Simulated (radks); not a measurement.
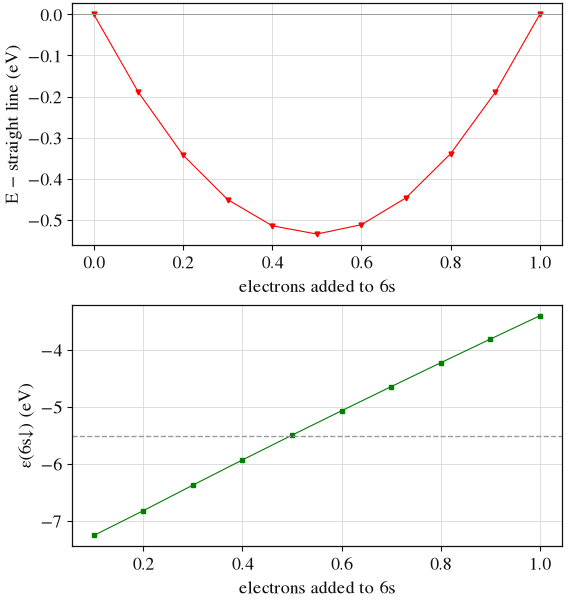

Method: scalar-relativistic Kohn-Sham, PBE, spin-polarised, spherical densities, finite nucleus; computed with the in-house radial solver radks. The occupation of the 6s shell is varied from Pm⁺ ([Xe] 4f5 6s1 (high spin)) to Pm ([Xe] 4f5 6s2 (high spin)), with spherical fractional occupations. The plot shows the total energy less the straight line between the end points, and the eigenvalue of 6s↓ (the dashed line is minus the energy to take the whole electron out).

Question: Is the energy convex or concave in the occupation, and by how much?

Answer: The curve is convex (below the straight line), with the largest deviation among the points computed, −0.53 eV, at 0.5. The end points differ by 5.51 eV, the energy to take the electron out. The eigenvalue, which is the slope of the energy (Janak's theorem), moves from −7.26 eV at 0.1 to −3.41 eV at 1; for a straight line it would stay constant, and a parabola would sag by an eighth of this change, scaled to a whole electron, 0.53 eV. Convexity is the delocalisation error: fractional charges are too low in energy.
